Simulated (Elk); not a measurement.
Band structure of Ta2N (P-3m1, 3 atoms in the cell).

```xyz
3
Lattice="3.1129 0.0000 0.0000 -1.5564 2.6958 0.0000 0.0000 0.0000 4.8698" Properties=species:S:1:pos:R:3 pbc="T T T"
Ta     1.5564     0.8986     3.6294
Ta     0.0000     1.7972     1.2404
N      0.0000     0.0000     0.0000
```

Computed with PBE, all-electron FP-LAPW, Elk's shipped species files, default APW+lo basis in Elk.

Settings: xctype = 20; swidth = 0.00499791 Ha; ngridk = 10 10 6; rmtscf = 0.84; maxscl = 100.

The starting cell comes from a database of computed structures (which also holds hypothetical and non-ambient phases and stackings), without a prior relaxation at this level. Spin-orbit coupling is off. Spin polarisation is off. Values depend on the basis (sphere radii, cutoffs, local orbitals), which need not be converged.

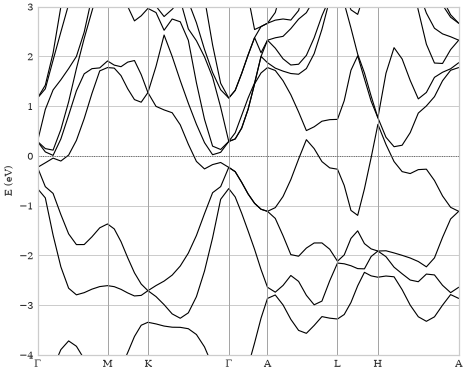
Figure: Bands along the path, energies from the Fermi level.

Levels in eV from the Fermi level, bands 27 to 34:
```tsv
point	27	28	29	30	31	32	33	34
Γ	-4.97	-0.66	-0.23	-0.23	0.29	0.29	0.29	1.16
M	-4.53	-2.61	-1.37	1.78	1.91	3.73	4.05	4.22
K	-3.34	-2.71	-2.71	1.27	1.27	2.97	3.47	3.47
A	-2.86	-2.64	-1.11	-1.11	1.78	1.87	2.33	2.33
L	-3.28	-2.15	-2.12	-0.27	0.73	3.31	3.53	4.04
H	-2.44	-1.91	-1.91	0.63	0.77	0.77	4.00	4.00
```

Bands cross the Fermi level along this path, so the cell is metallic at this level.
